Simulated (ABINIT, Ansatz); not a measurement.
# YS (Fm-3m): zone-centre phonons, part 2 of 2

Aim: the zone-centre modes of YS (Fm-3m).

ABINIT 10.8.3; DFT LDA, scalar-relativistic, plane waves, PseudoDojo norm-conserving pseudopotentials.

So far. Step 3 (Ground state): The cell stands at -0.55 GPa: the relaxation ran with a smoothed and higher cutoff and on another k mesh. Step 4 (Zone-centre response): The acoustic modes at Γ come out as far as 5.5 cm⁻¹ from zero, where they should vanish, a small numerical error. The relaxed cell has a = 5.419 Å (conventional setting).

## 5. Zone-centre analysis

anaddb reads the merged derivatives and imposes the acoustic sum rule.

anaddb.abi reads:

```
ddb_filepath "gamma_DDB"
output_file "anaddb.abo"
outdata_prefix "anaddb"
asr 1
chneut 1
enunit 2
eivec 1
nph1l 1
qph1l 0.0 0.0 0.0 1.0
```

mrgddb.in reads:

```
gamma_DDB
merged
2
dfpt_gammao_DDB
gso_DDB
```

Command:

```
$ mrgddb < mrgddb.in > mrgddb.log
$ OMP_NUM_THREADS=1 anaddb anaddb.abi > anaddb.log
```

anaddb.abo, the main output file:

```text
-outvars_anaddb: echo values of input variables ----------------------

 Miscellaneous information :
      enunit         2
       eivec         1
         asr         1
 First list of wavevector (reduced coord.) :
       nph1l         1
       qph1l
                     0.00000000E+00  0.00000000E+00  0.00000000E+00    1.000E+00

================================================================================

 read the DDB information and perform some checks

  ==== Info on the Cryst% object ====
 Real(R)+Recip(G) space primitive vectors, cartesian coordinates (Bohr,Bohr^-1):
 R(1)=  0.0000000  5.1200795  5.1200795  G(1)= -0.0976547  0.0976547  0.0976547
 R(2)=  5.1200795  0.0000000  5.1200795  G(2)=  0.0976547 -0.0976547  0.0976547
 R(3)=  5.1200795  5.1200795  0.0000000  G(3)=  0.0976547  0.0976547 -0.0976547
 Unit cell volume ucvol=  2.6844797E+02 bohr^3
 Angles (23,13,12)=  6.00000000E+01  6.00000000E+01  6.00000000E+01 degrees
 Time-reversal symmetry is present
 Reduced atomic positions [iatom, xred, symbol]:
    1)    0.5000000  0.5000000  0.5000000   Y
    2)    0.0000000  0.0000000  0.0000000   S

 DDB file with 3 blocks has been read.

================================================================================

 Treat the first list of vectors

  Phonon wavevector (reduced coordinates) :  0.00000  0.00000  0.00000
 Phonon energies in Hartree :
   0.000000E+00  0.000000E+00  0.000000E+00  1.399722E-03  1.399722E-03
   1.399722E-03
 Phonon energies in meV     :
-  0.000000E+00  0.000000E+00  0.000000E+00  3.808838E+01  3.808838E+01
-  3.808838E+01
 Phonon frequencies in cm-1    :
-  0.000000E+00  0.000000E+00  0.000000E+00  3.072035E+02  3.072035E+02
-  3.072035E+02
 Phonon frequencies in Thz     :
-  0.000000E+00  0.000000E+00  0.000000E+00  9.209730E+00  9.209730E+00
-  9.209730E+00
 Phonon energies in Kelvin  :
-  0.000000E+00  0.000000E+00  0.000000E+00  4.419973E+02  4.419973E+02
-  4.419973E+02

 Eigendisplacements
 (will be given, for each mode : in cartesian coordinates
   for each atom the real part of the displacement vector,
   then the imaginary part of the displacement vector - absolute values smaller than 1.0d-7 are set to zero)
  Mode number    1   Energy    0.000000E+00
 Attention : low frequency mode.
   (Could be unstable or acoustic mode)
-  1  0.00000000E+00  0.00000000E+00 -2.12950073E-03
-     0.00000000E+00  0.00000000E+00  0.00000000E+00
-  2  0.00000000E+00  0.00000000E+00 -2.12950063E-03
-     0.00000000E+00  0.00000000E+00  0.00000000E+00
  Mode number    2   Energy    0.000000E+00
 Attention : low frequency mode.
   (Could be unstable or acoustic mode)
-  1  0.00000000E+00 -2.12950073E-03  0.00000000E+00
-     0.00000000E+00  0.00000000E+00  0.00000000E+00
-  2  0.00000000E+00 -2.12950063E-03  0.00000000E+00
-     0.00000000E+00  0.00000000E+00  0.00000000E+00
  Mode number    3   Energy    0.000000E+00
 Attention : low frequency mode.
   (Could be unstable or acoustic mode)
-  1  2.12950073E-03  0.00000000E+00  0.00000000E+00
-     0.00000000E+00  0.00000000E+00  0.00000000E+00
-  2  2.12950063E-03  0.00000000E+00  0.00000000E+00
-     0.00000000E+00  0.00000000E+00  0.00000000E+00
  Mode number    4   Energy    1.399722E-03
-  1  0.00000000E+00  0.00000000E+00  1.27889532E-03
-     0.00000000E+00  0.00000000E+00  0.00000000E+00
-  2  0.00000000E+00  0.00000000E+00 -3.54585170E-03
-     0.00000000E+00  0.00000000E+00  0.00000000E+00
  Mode number    5   Energy    1.399722E-03
-  1  0.00000000E+00 -1.27889532E-03  0.00000000E+00
-     0.00000000E+00  0.00000000E+00  0.00000000E+00
-  2  0.00000000E+00  3.54585170E-03  0.00000000E+00
-     0.00000000E+00  0.00000000E+00  0.00000000E+00
  Mode number    6   Energy    1.399722E-03
-  1  1.27889532E-03  0.00000000E+00  0.00000000E+00
-     0.00000000E+00  0.00000000E+00  0.00000000E+00
-  2 -3.54585170E-03  0.00000000E+00  0.00000000E+00
-     0.00000000E+00  0.00000000E+00  0.00000000E+00

 Analysis of degeneracies and characters (maximum tolerance=1.00E-06 a.u.)
 For each vibration mode, or group of modes if degenerate,
 the characters are given for each symmetry operation (see the list in the log file).
 Symmetry characters of vibration mode #   1
       degenerate with vibration modes #   2 to    3
  3.0 -3.0 -1.0  1.0 -1.0  1.0 -1.0  1.0  1.0 -1.0 -1.0  1.0  1.0 -1.0 -1.0  1.0
 -0.0  0.0 -0.0  0.0  0.0 -0.0  0.0 -0.0  1.0 -1.0 -1.0  1.0 -1.0  1.0  1.0 -1.0
 -0.0  0.0  0.0 -0.0  0.0 -0.0 -0.0  0.0  1.0 -1.0  1.0 -1.0 -1.0  1.0 -1.0  1.0
 Symmetry characters of vibration mode #   4
       degenerate with vibration modes #   5 to    6
  3.0 -3.0 -1.0  1.0 -1.0  1.0 -1.0  1.0  1.0 -1.0 -1.0  1.0  1.0 -1.0 -1.0  1.0
 -0.0  0.0  0.0 -0.0 -0.0  0.0 -0.0  0.0  1.0 -1.0 -1.0  1.0 -1.0  1.0  1.0 -1.0
 -0.0  0.0 -0.0  0.0  0.0 -0.0  0.0 -0.0  1.0 -1.0  1.0 -1.0 -1.0  1.0 -1.0  1.0
-
```

It took 0.54 s on 1 thread of Arm Neoverse N1, shared host.

Numbers from this step:

```
highest optical zone-centre mode (no LO-TO term) : 307.2 cm⁻¹
lowest optical zone-centre mode                  : 307.2 cm⁻¹
```

No LO-TO term; unit eigenvectors of the mass-weighted matrix, from anaddb's displacements. Modes at Γ, with each element's share of the kinetic energy:

| mode | frequency (cm⁻¹) | symmetry | Y % | S % |
| --- | --- | --- | --- | --- |
| 1 | 0.0 | acoustic | 73 | 27 |
| 2 | 0.0 | acoustic | 73 | 27 |
| 3 | 0.0 | acoustic | 73 | 27 |
| 4 | 307.2 | T1u | 27 | 73 |
| 5 | 307.2 | T1u | 27 | 73 |
| 6 | 307.2 | T1u | 27 | 73 |

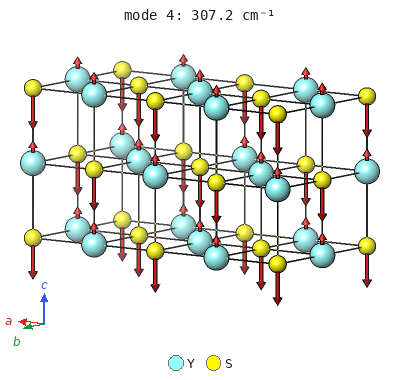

Displacement patterns of mode 4 at Γ; arrows are exaggerated. 2×1×1 conventional cells are drawn. Some periodic images of atoms are drawn too.

The rule moves no optical mode by more than 0.1 cm⁻¹.

## 6. A second program

A second program on the same cell, potentials, cutoff and meshes tests the implementation of the phonon response, not its convergence.

This step: DFT LDA, scalar-relativistic, plane waves, PseudoDojo norm-conserving pseudopotentials (Ansatz 0.2.0).

input.yaml reads:

```yaml
crystal:
  lattice:
    - [0.0, 2.7094294028, 2.7094294028]
    - [2.7094294028, 0.0, 2.7094294028]
    - [2.7094294028, 2.7094294028, 0.0]
  atoms:
    - { symbol: "Y", position: [0.5, 0.5, 0.5] }
    - { symbol: S, position: [0.0, 0.0, 0.0] }
kpoints:
  mp_grid: { grid: [12, 12, 12] }
hamiltonian:
  xc: lda
  pseudopotentials: { kind: nc, accuracy: standard }
scf:
  occupations: { method: gaussian, width: 0.27211 }
output:
  eigenvalues: true
basis:
  ecutwfc: 816.342
phonons:
  method: dfpt
```

Command:

```
$ ansatz run input.yaml --threads 4 --pin off --max-ram 8192MiB --backend cpu --events-out ev --progress --plain --runs-dir out
```

The program printed:

```text
Warning: basis.ecutwfc = 816.342 eV is below the records' recommended 979.609905 eV, and the density's cutoff is lower with it unless basis.ecutrho_ratio is high enough to keep the records' density cutoff: compare with a run at a higher cutoff
Engine: ansatz 0.2.0, aarch64-unknown-linux-gnu
Pseudopotentials: kind: nc
Pseudopotential: Y, nc, valence charge 11, recommended cutoff 979.609905 eV (normal), Y.nc.azcp (PseudoDojo's, or run here from an input of PseudoDojo's; its table is named by hamiltonian.pseudopotentials.accuracy)
Pseudopotential: S, nc, valence charge 6, recommended cutoff 734.707429 eV (normal), S.nc.azcp (PseudoDojo's, or run here from an input of PseudoDojo's; its table is named by hamiltonian.pseudopotentials.accuracy)
Functional definition: SPW92
  exchange = slater_x
  correlation = pw_c
Crystal: 2 atoms, lattice volume = 39.780 Å³
Basis set: ecut = 816.342 eV, 2085 PW (Γ), exchange–correlation on 72×72×72 points (8 copies of the dense FFT grid, shifted against one another)
Bands: 13, of which v1, the nominal top of the filled ones, is band 9 counted from 1 (8 counted from 0)
Symmetry: 48 space group operations
k-points: 163 of 1728 (irreducible under 8 space group operations, time reversal used)
Non-local potential: Y, projectors of the file, l = 0: 2, l = 1: 2, l = 2: 2
Non-local potential: S, projectors of the file, l = 0: 2, l = 1: 2, l = 2: 2
Initial density: superposition of atomic densities (chi_scale 0.1, normalization cell, long waves kept (reshape's long-wave potential 0.00 eV rms))
Initial wavefunctions: pseudopotential atomic-orbital guess
Functional: x = slater, c = lda
SCF iter   1: F=—  HF=-1417.238145 eV  |F-HF|=—  |Δ(HF+E_count)|=         —  Δρ=2.48e-2  dr2=2.63e-1  ethr=3.10e-3  ⟨swp⟩=6.1  Hψ=30696  notcnv=0
automatic band count: the SCF goes on with 17 bands, as 13 were too few: the levels above may hold too much charge
preconditioner: auto → Kerker (q_TF=auto, 2.368 Å⁻¹)  [metal: Δε(μ)=0.125 eV  Ē_g=11.687 eV  σ=0.272 eV  W_gap=0.25  n_scr=14 (ndim 8)  ℏωp=17.7 eV  f_vac=0.000  D(μ)=0.78/eV (n_scr^D=0)]
SCF iter   2: F=—  HF=-1417.171921 eV  |F-HF|=—  |Δ(HF+E_count)|=   6.62e-2  Δρ=1.26e-2  dr2=6.58e-2  ethr=1.55e-3  ⟨swp⟩=1.0  Hψ=4075  notcnv=0
SCF iter   3: F=—  HF=-1417.149931 eV  |F-HF|=—  |Δ(HF+E_count)|=   2.20e-2  Δρ=2.75e-3  dr2=4.05e-3  ethr=3.87e-4  ⟨swp⟩=2.6  Hψ=3457  notcnv=0
SCF iter   4: F=—  HF=-1417.148786 eV  |F-HF|=—  |Δ(HF+E_count)|=   1.15e-3  Δρ=6.27e-4  dr2=9.96e-5  ethr=2.38e-5  ⟨swp⟩=2.7  Hψ=3644  notcnv=0
SCF iter   5: F=—  HF=-1417.148767 eV  |F-HF|=—  |Δ(HF+E_count)|=   1.83e-5  Δρ=1.74e-4  dr2=8.54e-6  ethr=5.86e-7  ⟨swp⟩=2.6  Hψ=3710  notcnv=0
SCF iter   6: F=—  HF=-1417.148771 eV  |F-HF|=—  |Δ(HF+E_count)|=   4.20e-6  Δρ=2.54e-5  dr2=1.80e-7  ethr=5.02e-8  ⟨swp⟩=2.5  Hψ=3577  notcnv=0
SCF iter   7: F=—  HF=-1417.148772 eV  |F-HF|=—  |Δ(HF+E_count)|=   1.15e-7  Δρ=3.13e-6  dr2=3.10e-9  ethr=1.06e-9  ⟨swp⟩=2.5  Hψ=4123  notcnv=0  defer=166
SCF iter   8: F=—  HF=-1417.148772 eV  |F-HF|=—  |Δ(HF+E_count)|=  7.66e-10  Δρ=2.32e-7  dr2=2.06e-11  ethr=1.82e-11  ⟨swp⟩=2.3  Hψ=3618  notcnv=0  defer=166
SCF iter   9: F=-1417.148772 eV  HF=-1417.148772 eV  |F-HF|=2.27e-13  |Δ(HF+E_count)|=  1.59e-12  Δρ=2.22e-8  dr2=1.23e-13  ethr=1.00e-12  ⟨swp⟩=12.8  Hψ=17579  notcnv=0
SCF 1 converged in 9 iterations: F = -1417.148772 eV  dr2 = 1.23e-13
DFPT response loops at Γ: preconditioner auto → Kerker (q_TF=auto, 2.368 Å⁻¹) (partly filled bands, converged f_vac=0.000); β = 1.00, the filter's whole step (`scf.mixing.beta` (0.50) is not read by the response loops under this deck's `scf.mixing.preconditioner`; to damp them name `kerker` or `kerker_dos`, under which they read `scf.mixing.beta`, and type it under 1.00, their step now; both keys bind the ground state too); Broyden in place of MSR1
SCF converged after 9 iterations
Free energy (F): -1417.148772 eV
Harris-Foulkes:  -1417.148772 eV  (|F-HF|=2.27e-13)
Internal energy: -1417.120402 eV  (E = F + TS)
E sigma→0 (E₀):  -1417.134587 eV
Entropy (-TS):   -0.028370 eV (-14.185 meV/atom)
Fermi energy:    12.820866 eV
--- Per-component energies (eV) ---
  E_band       = -68.182159
  E_kinetic    = 425.150444
  E_local      = -720.289272  (includes V_loc(G=0)·N_el)
  E_nonlocal   = 156.292256
  E_hartree    = 174.761022
  E_xc         = -305.513325
  E_vxc        = -278.857626  (∫ρ·V_xc dr)
  E_ewald      = -1147.521526
  E_smearing   = -0.028370  (= −TS)
  E_closure    = 0.000000  (closes the sum)
  Σ components = -1417.148772   (vs F -1417.148772, Δ=0.00e0)
--- Band table (eV; the first three rows and the last of 163) ---
  k-point 0: bands = [... 5 lower, 9.4934, 9.4934, 9.4934, 12.5894, 12.5894, 12.5894, 13.4709, 13.4709, ... 4 higher]
  k-point 1: bands = [... 5 lower, 9.0687, 9.2631, 9.2631, 12.6938, 12.7411, 12.7411, 13.8241, 13.8241, ... 4 higher]
  k-point 2: bands = [... 5 lower, 8.1633, 8.7677, 8.7677, 12.8761, 13.1392, 13.1392, 14.7319, 14.7319, ... 4 higher]
  k-point 162: bands = [... 5 lower, 7.3205, 7.6367, 7.6367, 13.7053, 13.7053, 15.7347, 16.4449, 16.8504, ... 4 higher]
--- Phonons (Γ-DFPT): 2 representative perturbations + reference, on 163 of 1728 k-points (Σ response iterations 6) ---
  k mesh reduced under 8 symmetry operations, with k and −k counted as one. Each operation leaves every solved perturbation unchanged. A smaller set is not used because it would not reduce the number of displacements times k-points to solve
  ASR residual: 1.032e-5 → 0.000e0 eV/Å²; symmetrization residual: 3.141e-6 eV/Å²
  ASR residual per site (eV/Å²): 1.03e-5 2.07e-7
  Γ frequencies (cm⁻¹): 0.00 0.00 0.00 307.24 307.24 307.24
  non-analytic LO–TO correction: not included (Born effective charges unavailable; polar crystals: no LO–TO splitting at Γ)
```

It took 26 s on 4 threads; peak memory 0.81 GiB; 99 s of CPU time.

Numbers from this step:

- sum-rule residual before enforcement: 1.03e-5 eV/Å²

## 7. Side by side: ABINIT PseudoDojo and Ansatz, PseudoDojo

Numbers from this step:

```yaml
root_mean_square_difference: 0.04 cm⁻¹
largest_difference: 0.04 cm⁻¹
```

Frequencies side by side, by row:

| q (reciprocal lattice) | mode | ABINIT PseudoDojo (cm⁻¹) | Ansatz, PseudoDojo (cm⁻¹) |
| --- | --- | --- | --- |
| 0 0 0 | 1 | 0 | 0 |
| 0 0 0 | 2 | 0 | 0 |
| 0 0 0 | 3 | 0 | 0 |
| 0 0 0 | 4 | 307.2 | 307.2 |
| 0 0 0 | 5 | 307.2 | 307.2 |
| 0 0 0 | 6 | 307.2 | 307.2 |

At the zone centre the largest difference (acoustic modes at Γ apart) is 0.01 % of the highest mode.

## 8. Outcome

* space group after relaxation: Fm-3m
* volume per atom: 19.9 Å³
* highest optical zone-centre mode (no LO-TO term): 307.2 cm⁻¹
* imaginary optical modes at the zone centre (no q mesh in this session): none
* largest difference from Ansatz, PseudoDojo: 0.04 cm⁻¹

At the LDA level the optical modes of YS (Fm-3m) at the zone centre lie at 307 cm⁻¹. The base run prints -0.55 GPa, mostly the error of a finite basis; the relaxation, with a smoothed and higher cutoff, had brought the cell to rest. ABINIT PseudoDojo and Ansatz, PseudoDojo agree to 0.04 cm⁻¹ (0.01 % of the highest mode compared) on all solved modes but the acoustic ones at Γ, without the LO-TO term. These are harmonic frequencies at zero temperature: anharmonic shifts and linewidths and thermal expansion are left out. In a metal the frequencies hang on the k mesh and the smearing, most of all near Kohn anomalies. The runs are without spin polarisation, although the cell has an odd electron count or an open d or f shell, so a magnetic state was not tested. Ansatz warns that the cutoff lies 17 % under the one recommended for these files; agreement at one cutoff is not convergence.

[Host names and launcher messages were left out of these logs when they were recorded.]

[Logs are printed without paths, hosts, clocks, repeated set-up lines and the standing remarks that a program may print on its own settings, such as how far it seeks lower states.]

[Hosts, paths, dates, database ids (printed as entryN), source tags and the programs' standing remarks are cut or masked in the printed files.]
